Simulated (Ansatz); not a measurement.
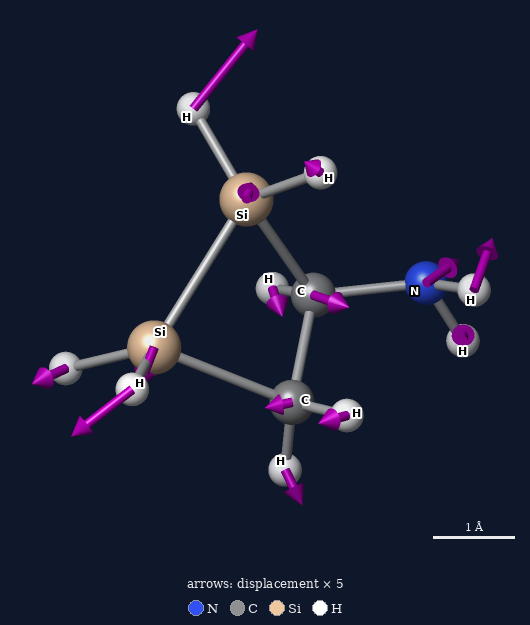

A relaxation of C₂H₉NSi₂ (coarse preliminary run). The starting structure is drawn; purple arrows show the displacements, magnified 5 times. The two geometries are superimposed by the best rigid fit.

A ball-and-stick model, seen from a free direction.

The start comes from a force field.

Level of theory: RKS PBE-D4/def2-SVP (Ansatz 0.2.0). Settings: force threshold 0.03 eV/Å; at most 200 steps.

### Atoms of which element are displaced furthest, and by how much?

Hydrogen: up to 0.25 Å, against 0.14 Å for nitrogen.

### Describe the change and its energy.

The largest move after the best rigid fit is that of an H atom, 0.25 Å. By element the largest moves are H 0.25 Å, N 0.14 Å, C 0.13 Å, Si 0.11 Å. Among the contacts that change: Si–Si 2.187 → 2.346 Å, C–Si 1.994 → 1.930 Å, C–H 1.052 → 1.112 Å, H–Si 1.451 → 1.504 Å. Among the angles between lasting bonds that change: N–C–C 107.4° → 120.0°, Si–Si–H 117.8° → 127.0°, C–N–H 119.3° → 110.2°. After 5 accepted moves (6 points after the start) the energy has fallen by 86.8 kJ/mol. The largest force component goes from 3.7 to 0.016 eV/Å. The line search rejected the trial step at point 4 of the run.
